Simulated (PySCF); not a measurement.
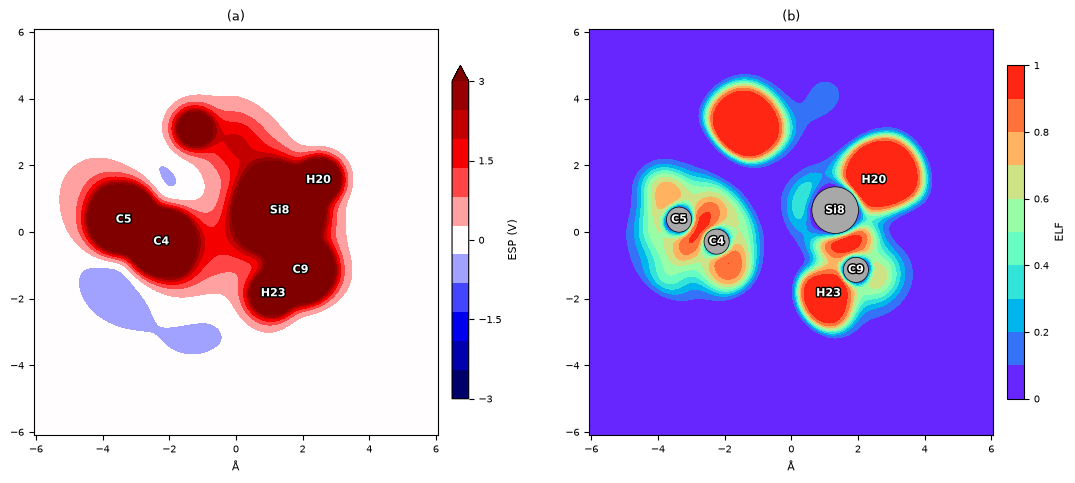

C$_{6}$H$_{14}$Si$_{3}$. (a) molecular electrostatic potential; (b) ELF on the plane of atoms C9, Si8 and H20. Grey discs cover the atomic cores in the ELF map.

Geometry: GFN2-xTB.

All numbers below come from PySCF, PBE0/pcSseg-1, SCF density, gas phase, non-relativistic.

```yaml
atoms:
  - { symbol: C, position_ang: [1.0708, 3.3490, -0.1000] }
  - { symbol: C, position_ang: [1.0781, 2.1650, -0.3076] }
  - { symbol: Si, position_ang: [1.0878, 0.3394, -0.6486] }
  - { symbol: C, position_ang: [1.8472, -0.5188, 0.8466] }
  - { symbol: C, position_ang: [2.6794, -1.5440, 0.7720] }
  - { symbol: C, position_ang: [-0.6931, -0.2926, -0.9389] }
  - { symbol: Si, position_ang: [-0.6928, -2.0356, -1.6999] }
  - { symbol: Si, position_ang: [-1.8158, -0.2116, 0.6010] }
  - { symbol: C, position_ang: [-1.8605, 1.5378, 1.3328] }
  - { symbol: H, position_ang: [1.0610, 4.3847, 0.0893] }
  - { symbol: H, position_ang: [1.9231, 0.1397, -1.8465] }
  - { symbol: H, position_ang: [1.5675, -0.1527, 1.8273] }
  - { symbol: H, position_ang: [3.0887, -2.0321, 1.6446] }
  - { symbol: H, position_ang: [2.9960, -1.9456, -0.1777] }
  - { symbol: H, position_ang: [-1.1323, 0.3758, -1.6857] }
  - { symbol: H, position_ang: [-0.1046, -2.9964, -0.7642] }
  - { symbol: H, position_ang: [0.0891, -2.0391, -2.9423] }
  - { symbol: H, position_ang: [-2.0625, -2.4494, -2.0163] }
  - { symbol: H, position_ang: [-1.3367, -1.1546, 1.6232] }
  - { symbol: H, position_ang: [-3.1852, -0.5974, 0.2205] }
  - { symbol: H, position_ang: [-2.5853, 1.6043, 2.1384] }
  - { symbol: H, position_ang: [-2.1321, 2.2758, 0.5840] }
  - { symbol: H, position_ang: [-0.8926, 1.8254, 1.7309] }
```

What does the map show?

Answer.
- The plane passes through C, Si and H nuclei.
- C–C (1.32 Å): the ELF peaks at about 0.90 between the atoms; a multiple bond.
- C–Si (1.90 Å): the ELF peaks at about 0.95 between the atoms (localised, covalent bonding).
- Si–H (1.47 Å): the ELF climbs to about 1 towards the hydrogen, as it does in any bond to H.
- Outside the dense part of the molecule the potential is most negative (−0.5 V) near C4.
